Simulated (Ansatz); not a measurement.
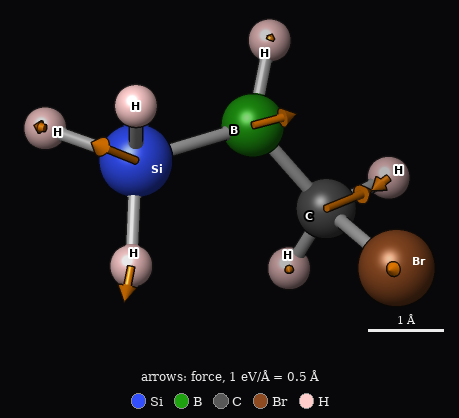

Starting geometry of CH$_{6}$BBrSi (coarse preliminary run) with the computed forces as orange arrows. Style: ball-and-stick. Shown at a tilt.

The start comes from a force field.

All numbers below come from RKS PBE-D4/def2-SVP (Ansatz). Set-up: force threshold 0.03 eV/Å; at most 200 steps.

> Is this structure relaxed? If not, where do the atoms go?

It isn't relaxed: the largest force vector, on Si atoms, is 1.97 eV/Å. The final displacements have little in common with the starting forces (cosine between the two patterns 0.20). The energy falls by 13.4 kcal/mol in 8 accepted moves (9 points after the start). The largest force component goes from 1.8 to 0.017 eV/Å. The line search rejected the trial step at point 5 of the run. The Br atom moves most after the best rigid fit: 0.68 Å. By element the largest moves are Br 0.68 Å, H 0.48 Å, C 0.27 Å, B 0.18 Å, Si 0.06 Å. Near-neighbour distances that change, for instance: B–Br 2.922 → 2.298 Å, Br–Si 3.796 → 3.519 Å, B–Si 1.893 → 2.021 Å, Br–C 1.947 → 2.011 Å. Among the angles between lasting bonds that change: B–C–Br 112.3° → 78.8°, B–C–H 111.6° → 121.0°, B–C–H 112.7° → 121.6°.
